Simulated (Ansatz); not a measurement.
# C₂H₈InNO₂: how energies converge with the basis set

How large a basis does C₂H₈InNO₂ need? Two functionals are run in growing sets.

The runs use Ansatz 0.2.0, Gaussian basis; one geometry, several basis sets.

Levels to be run: PBE0-D4/def2-SVP; ωB97M-V/def2-SVP; PBE0-D4/def2-QZVPP; ωB97M-V/def2-QZVPP; the functionals' def2-TZVPP values are taken from earlier runs.

**1. The geometry**

An earlier PBE0-D4 in a triple-zeta def2 set relaxation fixed the geometry. In takes the def2 core potential; no spin-orbit term is included.

14 atoms, charge 0, spin multiplicity 1.

Atoms are counted from 1 here; the program's logs count them from 0.

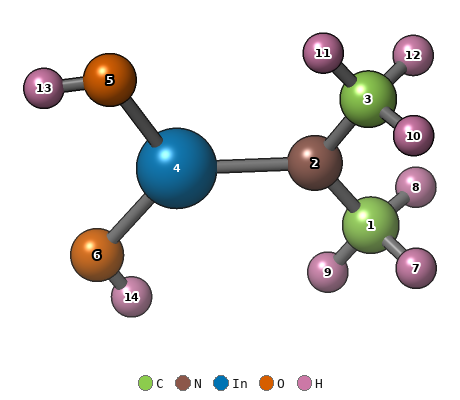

The structure; carbon green, nitrogen brown, indium blue, oxygen orange, hydrogen pink; atoms are numbered from 1 in the order of the file.

**2. PBE0-D4 in def2-SVP**

Contents of in.yaml:

```yaml
crystal:
  periodic: [false, false, false]
  atoms:
    - {symbol: C, position_ang: [-0.399307, -1.164214, 1.225440]}
    - {symbol: N, position_ang: [0.269719, -0.340053, 0.256319]}
    - {symbol: C, position_ang: [1.700744, -0.502810, 0.251966]}
    - {symbol: In, position_ang: [-0.658007, 0.995945, -0.899713]}
    - {symbol: O, position_ang: [0.411238, 2.090177, -2.150707]}
    - {symbol: O, position_ang: [-2.614922, 1.318520, -0.942448]}
    - {symbol: H, position_ang: [-0.067131, -0.945115, 2.252379]}
    - {symbol: H, position_ang: [-0.209330, -2.233796, 1.046464]}
    - {symbol: H, position_ang: [-1.482133, -1.017387, 1.194610]}
    - {symbol: H, position_ang: [2.143437, -0.250445, 1.228037]}
    - {symbol: H, position_ang: [2.168804, 0.137321, -0.498678]}
    - {symbol: H, position_ang: [1.985141, -1.542049, 0.026532]}
    - {symbol: H, position_ang: [-0.142427, 2.683790, -2.663731]}
    - {symbol: H, position_ang: [-3.105826, 0.770114, -0.326470]}
basis:
  gaussian: {orbitals: def2-SVP}
hamiltonian: {xc: pbe0, dispersion: d4}
output: {orbitals: {seedname: orbitals}}
```

Run with:

```bash
ansatz run in.yaml --threads 4 --pin off --events-out ev --progress --plain --max-ram 11315MiB
```

The log of the run:

```text
Functional definition: PBE0
  name "PBE0"
  cite "Adamo & Barone, J. Chem. Phys. 110, 6158 (1999) doi:10.1063/1.478522"
  cite "Perdew, Burke & Ernzerhof, Phys. Rev. Lett. 77, 3865 (1996) doi:10.1103/PhysRevLett.77.3865"
  parent pbe
  parameter a = 0.25
  parameter kappa = 0.804
  parameter beta = 0.06672455060314922
  exchange = (1 - a)*pbe_x(kappa = kappa, mu = beta*pi^2/3) + a*exact_x
  correlation = pbe_c(beta = beta)
1605 factors; their error is unknown
mean field evaluation 1: about -12931.9345 eV, gradient 8.8e1 eV
mean field evaluation 2: about -12902.0117 eV, gradient 1.5e2 eV
mean field evaluation 4: about -12947.5619 eV, gradient 6.6e0 eV
mean field evaluation 8: about -12947.6563 eV, gradient 1.1e-1 eV
mean field evaluation 16: about -12947.7512 eV, gradient 2.5e-4 eV
mean field -12947.75118404 eV, -475.8210797126 hartree, gradient 3.5e-5 eV, S^2 0.000000; 0 other end points of the search recorded, 0 dependent functions left out
reference -12947.75122118 eV, -475.8210810776 hartree; 32, 32 occupied and 104, 104 virtual orbitals, 1605 factors
Total energy: -12947.99375427 eV, -475.8299940040 hartree
```

Wall time 2 s (4 threads of Arm Neoverse V2, shared host).

**3. ωB97M-V in def2-SVP**

in.yaml: that of step 2 with these lines changed.

```diff
@@ -19,3 +19,3 @@
   gaussian: {orbitals: def2-SVP}
-hamiltonian: {xc: pbe0, dispersion: d4}
+hamiltonian: {xc: {name: wB97M-V}}
 output: {orbitals: {seedname: orbitals}}
```

The command is unchanged.

The log of the run (excerpt; [...] marks lines left out):

```text
Functional definition: wB97M-V
  name "wB97M-V"
  cite "Mardirossian & Head-Gordon, J. Chem. Phys. 144, 214110 (2016) doi:10.1063/1.4952647"
  cite "Becke, J. Chem. Phys. 107, 8554 (1997) doi:10.1063/1.475007"
  cite "Vydrov & Van Voorhis, J. Chem. Phys. 133, 244103 (2010) doi:10.1063/1.3521275"
  # Of w^i u^j: cxij and so on, Table III.
[...]
  gx(w, u) = 1 - cx + cx01*u + cx10*w
  gss(w, u) = css00 + css04*u^4 + css10*w + css20*w^2 + css43*w^4*u^3
  gos(w, u) = cos00 + cos10*w + (cos20 + cos21*u)*w^2 + (cos60 + cos61*u)*w^6
[...]
      + integral(e_c_pw_mod_opposite_spin*gos(b97_w_opposite, b97_u_opposite)) + vv10(b, c)
1567 factors; their error is unknown
379 factors; integrals over basis functions are off by at most 7.4e-6 eV
[...]
mean field -12951.76855805 eV, -475.9687154844 hartree, gradient 6.0e-5 eV, S^2 0.000000; 0 other end points of the search recorded, 0 dependent functions left out
reference -12951.76861904 eV, -475.9687177258 hartree; 32, 32 occupied and 104, 104 virtual orbitals, 1567 factors
Total energy: -12951.76861904 eV, -475.9687177258 hartree
```

It took 7 s on 4 threads of Arm Neoverse V2, shared host.

**4. PBE0-D4 in def2-QZVPP**

in.yaml: that of step 3 with these lines changed.

```diff
@@ -18,4 +18,4 @@
 basis:
-  gaussian: {orbitals: def2-SVP}
-hamiltonian: {xc: {name: wB97M-V}}
+  gaussian: {orbitals: "def2-QZVPP.json"}
+hamiltonian: {xc: pbe0, dispersion: d4}
 output: {orbitals: {seedname: orbitals}}
```

The command is unchanged.

The log of the run:

```text
Functional definition: PBE0
  name "PBE0"
  cite "Adamo & Barone, J. Chem. Phys. 110, 6158 (1999) doi:10.1063/1.478522"
  cite "Perdew, Burke & Ernzerhof, Phys. Rev. Lett. 77, 3865 (1996) doi:10.1103/PhysRevLett.77.3865"
  parent pbe
  parameter a = 0.25
  parameter kappa = 0.804
  parameter beta = 0.06672455060314922
  exchange = (1 - a)*pbe_x(kappa = kappa, mu = beta*pi^2/3) + a*exact_x
  correlation = pbe_c(beta = beta)
1881 factors; their error is unknown
mean field evaluation 1: about -12936.6657 eV, gradient 1.1e2 eV
mean field evaluation 2: about -12885.2909 eV, gradient 1.9e2 eV
mean field evaluation 4: about -12957.7809 eV, gradient 1.2e1 eV
mean field evaluation 8: about -12958.0215 eV, gradient 3.8e-1 eV
mean field evaluation 16: about -12958.0664 eV, gradient 2.3e-4 eV
mean field -12958.06642390 eV, -476.2001577853 hartree, gradient 6.8e-5 eV, S^2 0.000000; 0 other end points of the search recorded, 0 dependent functions left out
reference -12958.06647238 eV, -476.2001595669 hartree; 32, 32 occupied and 575, 575 virtual orbitals, 1881 factors
Total energy: -12958.30900546 eV, -476.2090724933 hartree
```

Wall time 16 s (4 threads of Arm Neoverse V2, shared host); peak memory 2.7 GiB.

**5. ωB97M-V in def2-QZVPP**

in.yaml: that of step 4 with these lines changed.

```diff
@@ -19,3 +19,3 @@
   gaussian: {orbitals: "def2-QZVPP.json"}
-hamiltonian: {xc: pbe0, dispersion: d4}
+hamiltonian: {xc: {name: wB97M-V}}
 output: {orbitals: {seedname: orbitals}}
```

Launched as before.

The log of the run (excerpt; [...] marks lines left out):

```text
Functional definition: wB97M-V
  name "wB97M-V"
  cite "Mardirossian & Head-Gordon, J. Chem. Phys. 144, 214110 (2016) doi:10.1063/1.4952647"
  cite "Becke, J. Chem. Phys. 107, 8554 (1997) doi:10.1063/1.475007"
  cite "Vydrov & Van Voorhis, J. Chem. Phys. 133, 244103 (2010) doi:10.1063/1.3521275"
  # Of w^i u^j: cxij and so on, Table III.
[...]
  gx(w, u) = 1 - cx + cx01*u + cx10*w
  gss(w, u) = css00 + css04*u^4 + css10*w + css20*w^2 + css43*w^4*u^3
  gos(w, u) = cos00 + cos10*w + (cos20 + cos21*u)*w^2 + (cos60 + cos61*u)*w^6
[...]
      + integral(e_c_pw_mod_opposite_spin*gos(b97_w_opposite, b97_u_opposite)) + vv10(b, c)
1841 factors; their error is unknown
501 factors; integrals over basis functions are off by at most 7.3e-6 eV
[...]
mean field -12962.40744666 eV, -476.3596874293 hartree, gradient 5.7e-5 eV, S^2 0.000000; 0 other end points of the search recorded, 0 dependent functions left out
reference -12962.40752920 eV, -476.3596904628 hartree; 32, 32 occupied and 575, 575 virtual orbitals, 1841 factors
Total energy: -12962.40752920 eV, -476.3596904628 hartree
```

It took 36 s on 4 threads of Arm Neoverse V2, shared host; peak memory 3 GiB.

**6. Density functionals: the series**

The def2-TZVPP values come from earlier runs at the same geometry.

```csv
functional,basis,functions,energy (eV),from the largest (eV),HOMO (eV),LUMO (eV)
PBE0-D4,def2-SVP,136,-12947.9938,10.315,-6.09,-1.13
PBE0-D4,def2-TZVPP,317,-12957.7774,0.532,-6.24,-1.40
PBE0-D4,def2-QZVPP,607,-12958.3090,0.000,-6.28,-1.52
ωB97M-V,def2-SVP,136,-12951.7686,10.639,-8.37,0.80
ωB97M-V,def2-TZVPP,317,-12961.8920,0.516,-8.54,0.40
ωB97M-V,def2-QZVPP,607,-12962.4075,0.000,-8.58,0.11
```

**7. Results**

```
                                       quantity           value
PBE0-D4: double and triple zeta above quadruple  10.32, 0.53 eV
ωB97M-V: double and triple zeta above quadruple  10.64, 0.52 eV
```

**Reading.** For PBE0-D4 the step from double to triple zeta gains 9.78 eV and the next only 0.53 eV. Total energies overstate the basis error of differences, where much of it tends to cancel. The LUMO of ωB97M-V is positive and keeps falling with the basis (0.80 to 0.11 eV): an unbound level that the basis holds in place.

For PBE0-D4 the largest set took about 8 times as long as the smallest (16 s against 2 s).
